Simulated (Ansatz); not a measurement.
Consider CH3OTe (charge −1).

The calculation's input:

```
crystal:
  periodic: [false, false, false]
  atoms:
    - { symbol: C, position_ang: [-0.35226, 0.49562, -0.29063] }
    - { symbol: Te, position_ang: [0.1006, -0.86006, 1.35454] }
    - { symbol: O, position_ang: [1.57229, -1.84534, 0.64414] }
    - { symbol: H, position_ang: [-0.63775, -0.04589, -1.18601] }
    - { symbol: H, position_ang: [0.49785, 1.12448, -0.53193] }
    - { symbol: H, position_ang: [-1.18074, 1.1312, 0.00989] }
total_charge: -1
basis:
  gaussian: { orbitals: def2-SVP }
hamiltonian:
  xc: hf
relax:
  f_tol: 0.02
  max_steps: 40
output:
  orbitals: {}
```

Run with:

```sh
ansatz run input.yaml --threads 1 --pin off --max-ram 2048MiB --backend cpu --events-out ev --progress --plain --runs-dir out
```

The fields are those of the relaxed geometry.

Core potentials replace the inner electrons of Te.

Theory: Ansatz 0.2.0, RHF/def2-SVP.

Question: What can the converged electron density and electron localisation function tell about the bonding?

Answer: Te–O (1.90 Å): ρ at the midpoint is about 0.96 e/Å³; the ELF peaks at about 0.70 in the valence shell of O, 0.7 Å from its nucleus, and drops to about 0.15 between the two atoms.
C–Te (2.19 Å): ρ at the midpoint is about 0.69 e/Å³; the ELF peaks at about 0.95 between the atoms: a shared electron pair.
C–H (1.09 Å): the density is about 1.9 e/Å³ at the midpoint; the ELF climbs to about 1 towards the hydrogen, as it does in any bond to H (a covalent bond by its length).

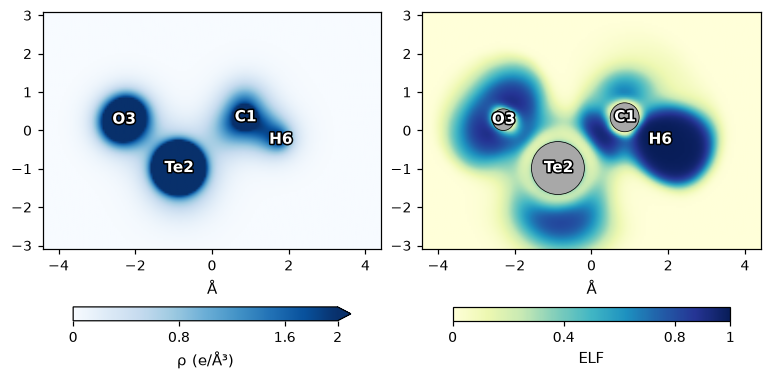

Computed electron density and electron localisation function on the plane of atoms Te2, C1 and H6, in this order. Grey discs cover the atomic cores in the ELF map. 
